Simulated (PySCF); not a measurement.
# C3H6F2 (SMILES CC(F)CF) at 4 levels

Wanted: a comparison of 4 runs (HF/STO-3G, B3LYP/6-31G*, PBE0/def2-SVP, wB97X/aug-cc-pVDZ) of C3H6F2. The job is set up through a Python script.

The calculation is run with PySCF 2.14.0.

### 1 Starting point

C3H6F2: 11 atoms, total charge 0, spin state singlet. SMILES: `CC(F)CF`. Geometry: relaxed at PBE0-D4/def2-TZVP. This is one conformer, not always the lowest.

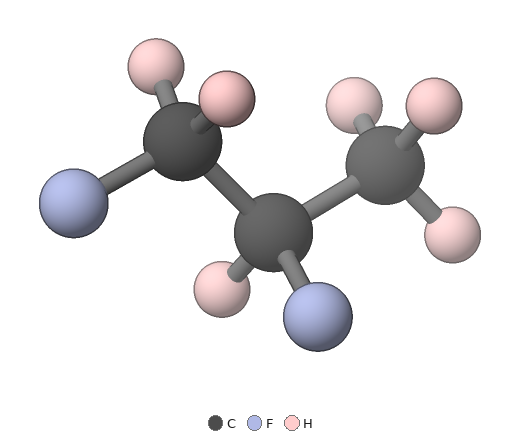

The structure, seen from a chosen angle (carbon dark grey, fluorine light blue, hydrogen pink).

### 2 Energy and forces at HF/STO-3G (run 1)

geometry.xyz reads:

```xyz
11

C     -0.883000     0.099400     0.945200
C      0.124400     0.553300    -0.081700
F      1.160600     1.214300     0.563400
C      0.700800    -0.597800    -0.859800
F      1.472400    -0.143900    -1.906000
H     -1.208900     0.950400     1.543900
H     -0.446500    -0.645300     1.615000
H     -1.759400    -0.335700     0.460600
H     -0.319100     1.271600    -0.780400
H     -0.107100    -1.211800    -1.270800
H      1.331300    -1.211500    -0.208800
```

calc.py reads:

```python
import pyscf.grad
from pyscf import gto, scf

molecule = gto.Mole()
molecule.atom = 'geometry.xyz'
molecule.max_memory = 1860
molecule.verbose = 3
molecule.basis = 'sto-3g'
molecule.build()

calc0 = scf.RHF(molecule)
calc0.conv_tol = 1e-10
calc0.kernel()
if not calc0.converged:
    calc0 = calc0.newton().run(calc0.mo_coeff, calc0.mo_occ)

energy = calc0.e_tot
print('Final energy', energy)
grad = calc0.Gradients().kernel()
dip = calc0.dip_moment()
pop, q = calc0.mulliken_pop()
```

The run is started by

```sh
OMP_NUM_THREADS=1 python calc.py
```

What it wrote:

```text
converged SCF energy = -311.778478657545
Final energy -311.7784786575454
--------------- RHF gradients ---------------
         x                y                z
0 C     0.0282267312     0.0101981511    -0.0219750684
1 C    -0.0104130754    -0.0399266043    -0.0078164197
2 F    -0.0063696450    -0.0037064047    -0.0043615835
3 C    -0.0126503940     0.0306870687     0.0250939791
4 F    -0.0082760403    -0.0057382620     0.0109053991
5 H    -0.0007437595     0.0037984388     0.0017821618
6 H     0.0023191160    -0.0041034717     0.0041017404
7 H    -0.0046136837    -0.0017143515    -0.0030522849
8 H     0.0070847492     0.0014401981     0.0033823680
9 H     0.0026647947     0.0047398946    -0.0034649698
10 H     0.0027712068     0.0043253429    -0.0045953220
----------------------------------------------
Dipole moment(X, Y, Z, Debye): -1.62113, -0.93043,  0.45001
 ** Mulliken pop  **
pop of  0 C 1s            1.99201
pop of  0 C 2s            1.18399
pop of  0 C 2px           0.99447
pop of  0 C 2py           1.02465
pop of  0 C 2pz           0.99528
pop of  1 C 1s            1.99234
pop of  1 C 2s            1.15999
pop of  1 C 2px           0.86904
pop of  1 C 2py           0.94471
pop of  1 C 2pz           0.94426
pop of  2 F 1s            1.99914
pop of  2 F 2s            1.94627
pop of  2 F 2px           1.57978
pop of  2 F 2py           1.81462
pop of  2 F 2pz           1.82144
pop of  3 C 1s            1.99243
pop of  3 C 2s            1.17291
pop of  3 C 2px           0.95571
pop of  3 C 2py           0.97349
pop of  3 C 2pz           0.88844
pop of  4 F 1s            1.99911
pop of  4 F 2s            1.94465
pop of  4 F 2px           1.75175
pop of  4 F 2py           1.89647
pop of  4 F 2pz           1.56126
pop of  5 H 1s            0.92766
pop of  6 H 1s            0.93262
pop of  7 H 1s            0.93307
pop of  8 H 1s            0.93718
pop of  9 H 1s            0.93765
pop of  10 H 1s           0.93360
 ** Mulliken atomic charges  **
charge of    0C =     -0.19040
charge of    1C =      0.08966
charge of    2F =     -0.16125
charge of    3C =      0.01702
charge of    4F =     -0.15324
charge of    5H =      0.07234
charge of    6H =      0.06738
charge of    7H =      0.06693
charge of    8H =      0.06282
charge of    9H =      0.06235
charge of   10H =      0.06640
```

Wall time 1.8 s (1 thread of Intel Xeon at 2.70GHz, shared host); peak memory 0.12 GiB.

### 3 Energy and forces at B3LYP/6-31G(d) (Cartesian functions) (run 2)

run.py reads:

```python
# CC(F)CF
import pyscf.grad
from pyscf import gto, dft

system = gto.Mole()
system.atom = '''
C     -0.883000     0.099400     0.945200
C      0.124400     0.553300    -0.081700
F      1.160600     1.214300     0.563400
C      0.700800    -0.597800    -0.859800
F      1.472400    -0.143900    -1.906000
H     -1.208900     0.950400     1.543900
H     -0.446500    -0.645300     1.615000
H     -1.759400    -0.335700     0.460600
H     -0.319100     1.271600    -0.780400
H     -0.107100    -1.211800    -1.270800
H      1.331300    -1.211500    -0.208800
'''
system.verbose = 3
system.spin = 0
system.basis = '6-31g*'
system.max_memory = 1860
system.cart = True
system.charge = 0
system.build()

ks = dft.RKS(system)
ks.xc = 'b3lyp'
ks.grids.level = 5
ks.conv_tol = 1e-10
ks.kernel()
if not ks.converged:
    ks = ks.newton().run(ks.mo_coeff, ks.mo_occ)

energy = ks.e_tot
print('E(%s) = %.9f' % ('B3LYP', energy))
grad = ks.Gradients().kernel()
ks.analyze()
```

The run is started by

```sh
OMP_NUM_THREADS=1 python run.py
```

What it wrote:

```text
converged SCF energy = -317.600192202025
[... 16 lines left out ...]
MO #7   energy= -1.17644159825163  occ= 2
[... 7 lines left out ...]
MO #15  energy= -0.441518708216804 occ= 2
[... 7 lines left out ...]
MO #23  energy= 0.0980973194621981 occ= 0
[... 7 lines left out ...]
MO #31  energy= 0.258249603622604  occ= 0
[... 7 lines left out ...]
MO #39  energy= 0.672373790178245  occ= 0
[... 7 lines left out ...]
MO #47  energy= 0.962131055395682  occ= 0
[... 7 lines left out ...]
MO #55  energy= 1.41655664936389   occ= 0
[... 7 lines left out ...]
MO #63  energy= 1.84808983775095   occ= 0
[... 7 lines left out ...]
MO #71  energy= 2.15610333721206   occ= 0
[... 7 lines left out ...]
MO #79  energy= 2.66537714980394   occ= 0
[... 7 lines left out ...]
MO #87  energy= 4.52266665099203   occ= 0
[... 12 lines left out ...]
Dipole moment(X, Y, Z, Debye): -2.19953, -1.21857,  0.65986
```

Wall time 33 s (1 thread of Intel Xeon at 2.70GHz, shared host); peak memory 0.86 GiB.

Run 3 isn't shown in full; the table further down has it.

### 4 Energy and gradient at wB97X/aug-cc-pVDZ (run 4)

Edit geometry.xyz of step 2 so:

```diff
@@ -1,3 +1,3 @@
 11
-
+C3H6F2
 C     -0.883000     0.099400     0.945200
```

job.py reads:

```python
import pyscf.grad
from pyscf import gto, dft

system = gto.Mole()
system.atom = 'geometry.xyz'
system.max_memory = 1860
system.charge = 0
system.verbose = 3
system.basis = 'aug-cc-pvdz'
system.spin = 0
system.build()

ks = dft.RKS(system)
ks.xc = 'wb97x'
ks.conv_tol = 1e-10
ks.grids.level = 5
ks.kernel()
if not ks.converged:
    ks = ks.newton().run(ks.mo_coeff, ks.mo_occ)

e_final = ks.e_tot
print(f'total energy: {e_final:.8f} hartree')
grad = ks.Gradients().kernel()
dip = ks.dip_moment()
pop, q = ks.mulliken_pop()
```

The run is started by

```sh
OMP_NUM_THREADS=1 python job.py
```

What it wrote:

```text
converged SCF energy = -317.578546383803
total energy: -317.57854638 hartree
[... 8 lines left out ...]
Dipole moment(X, Y, Z, Debye): -2.58054, -1.43191,  0.72720
[... 142 lines left out ...]
pop of  7 H 3pz          -0.00699
pop of  8 H 1s            0.78649
pop of  8 H 2s            0.64183
pop of  8 H 3s           -0.00745
pop of  8 H 2px           0.00576
pop of  8 H 2py           0.00883
pop of  8 H 2pz           0.00945
pop of  8 H 3px          -0.00593
pop of  8 H 3py          -0.03039
pop of  8 H 3pz          -0.02254
pop of  9 H 1s            0.77937
pop of  9 H 2s            0.53227
pop of  9 H 3s            0.01004
pop of  9 H 2px           0.01196
pop of  9 H 2py           0.00914
pop of  9 H 2pz           0.00462
pop of  9 H 3px          -0.01258
pop of  9 H 3py          -0.01850
pop of  9 H 3pz          -0.01772
pop of  10 H 1s           0.77831
pop of  10 H 2s           0.49776
pop of  10 H 3s           0.01457
pop of  10 H 2px          0.00792
pop of  10 H 2py          0.00918
pop of  10 H 2pz          0.00873
pop of  10 H 3px         -0.01821
pop of  10 H 3py         -0.00952
pop of  10 H 3pz         -0.00476
 ** Mulliken atomic charges  **
charge of    0C =      0.63819
charge of    1C =      0.80829
charge of    2F =     -0.51137
charge of    3C =      1.00613
charge of    4F =     -0.42529
charge of    5H =     -0.20455
charge of    6H =     -0.16028
charge of    7H =     -0.18250
charge of    8H =     -0.38604
charge of    9H =     -0.29860
charge of   10H =     -0.28398
```

It took 3.7 min on 1 thread of Intel Xeon at 2.70GHz, shared host; peak memory 2.2 GiB.

### 5 All runs side by side

| run | level | Cartesian functions | integration grid | energy (Eh) | dipole moment (D) | HOMO energy (eV) | LUMO energy (eV) | wall time |
| --- | --- | --- | --- | --- | --- | --- | --- | --- |
| 1 | HF/STO-3G | no | – | -311.778479 | 1.92 | -10.31 | 14.27 | 1.8 s |
| 2 | B3LYP/6-31G* (Cartesian functions) | yes | 5 | -317.600192 | 2.60 | -8.57 | 2.39 | 33 s |
| 3 | PBE0/def2-SVP | no | 5 | -317.033613 | 2.83 | -9.09 | 1.74 | 41 s |
| 4 | wB97X/aug-cc-pVDZ | no | 5 | -317.578546 | 3.04 | -11.81 | 1.10 | 3.7 min |

### 6 Outcome

```
                       quantity          value
            run 4: total energy  -317.57855 Eh
           run 4: dipole moment         3.04 D
             run 4: HOMO energy      -11.81 eV
             run 4: LUMO energy        1.10 eV
           run 4: HOMO–LUMO gap       12.91 eV
run 4: largest force on an atom     0.576 eV/Å
```

What this shows: The dipole moment (its size) runs from 1.92 D (HF/STO-3G) to 3.04 D (wB97X/aug-cc-pVDZ). The two ends differ in method and basis. The HOMO–LUMO gap runs from 10.83 eV (PBE0/def2-SVP) to 24.58 eV (HF/STO-3G). Totals of different functionals can't be ranked against each other. In run 1 the basis is minimal, so the values are rough. All runs together took 5 min, the longest 3.7 min.
